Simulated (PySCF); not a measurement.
System: CH2F3O2SSi (SMILES O=S(=O)([SiH2])C(F)(F)F) (doublet).

The calculation's input:

```
{"job": {"kind": "epr", "basis": "pcH-1"}, "charge": 0, "multiplicity": 2}
O      0.392162    -1.805105     1.007582
S     -0.127205    -0.522679     0.622071
O     -0.822602     0.270506     1.604599
Si    -1.539758    -0.501017    -1.104117
C      1.377446     0.498134     0.082963
F      2.399097     0.502803     0.913768
F      0.982743     1.750468    -0.154718
F      1.753844    -0.028154    -1.091040
H     -2.757584    -1.097432    -0.557789
H     -1.649259     0.937130    -1.345847
```

Launched as:

```sh
OMP_NUM_THREADS=1 python probes_run.py task.json out
```

Geometry: GFN2-xTB.

Computed with UKS B3LYP, pcH-1 on C F H O S Si, non-relativistic, mean-field spin-orbit, GIAO in PySCF.

Q: What can the converged electron density, electron localisation function and spin density tell about the bonding?

A: C–F (1.33 Å): the density is about 2.4 e/Å³ at the midpoint; the ELF peaks at about 0.85 between the atoms (a polar covalent bond).
S–O (1.44 Å): ρ is about 2.3 e/Å³ halfway; the ELF peaks at about 0.80 between the atoms (a polar covalent bond).
C–S (1.90 Å): ρ at the midpoint is about 1.2 e/Å³; the ELF peaks at about 0.95 between the atoms (a shared electron pair).
The unpaired spin (1 electron) lies mostly on Si4 (about 0.8) and O3 (about 0.1), in electrons by Hirshfeld's partition.

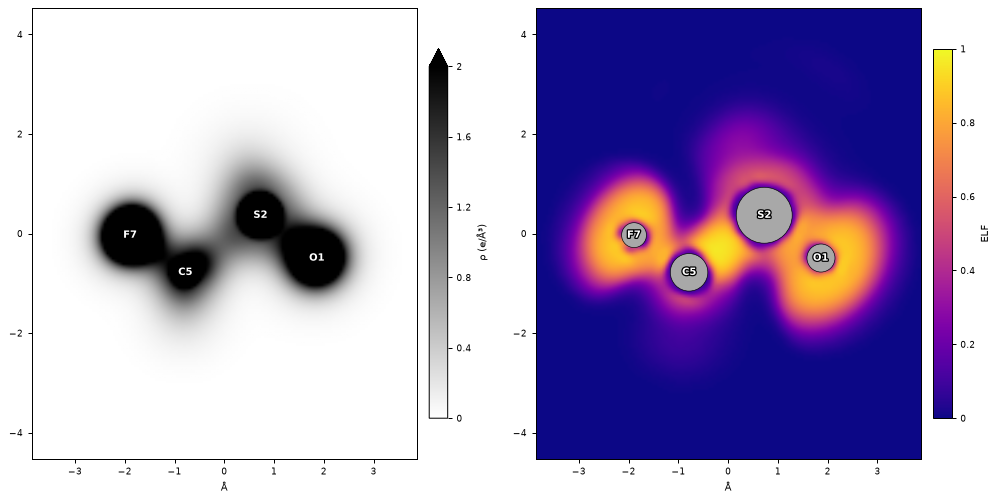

Computed electron density and electron localisation function on the plane of atoms S2, C5 and F7, in this order. Grey discs cover the atomic cores in the ELF map. 
